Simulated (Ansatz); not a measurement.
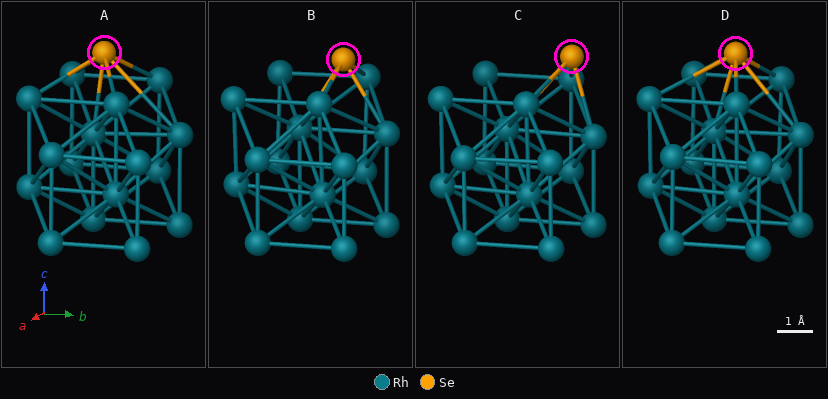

4 geometries from a converged minimum-energy path of Se on Rh(110) (17 atoms in the cell), shuffled. The picture is a ball-and-stick view of the simulation cell, with the vacuum cut short (origin moved), seen slightly off an axis. The moving atom is ringed, with any periodic copies. Bonds to atoms that aren't drawn are left out.

Method: Ansatz 0.2.0, DFT PBE-D3(BJ), scalar-relativistic, plane waves, PAW. Settings: plane-wave cutoff 420 eV; k-point mesh 2 × 3 × 1; Gaussian smearing 0.05 eV; 4 atoms held fixed; 7 movable images; climbing image; force threshold 0.05 eV/Å; iteration limit 29; starting path by image-dependent pair potential.

Which of them lies highest in energy?

B. In order along the path, whose images run from 0 to 8: A (image 1, +0.08 eV), D (image 2, +0.26 eV), B (image 4, +0.49 eV), C (image 6, +0.26 eV). The adsorbate starts on a bridge site and hops by a lattice vector of the surface; other mechanisms, such as exchange with a surface atom, weren't searched. The Se atom travels furthest, 2.69 Å from end to end, on a path that bends up to 0.14 Å away from the straight line. At the highest image its nearest neighbour (Rh) is 2.36 Å away, against 2.48 Å at the start, and the surrounding atoms stand up to 0.28 Å off the mean of their end positions.

Limits of the set-up: the k-point mesh is coarse for a cell with partly filled bands; the periodic images lie only 5.4 Å apart, so the values are limited by the cell's size.

Cost: 26 min on 4 threads of Arm Neoverse V2, on a shared host, peak memory 5.3 GiB.
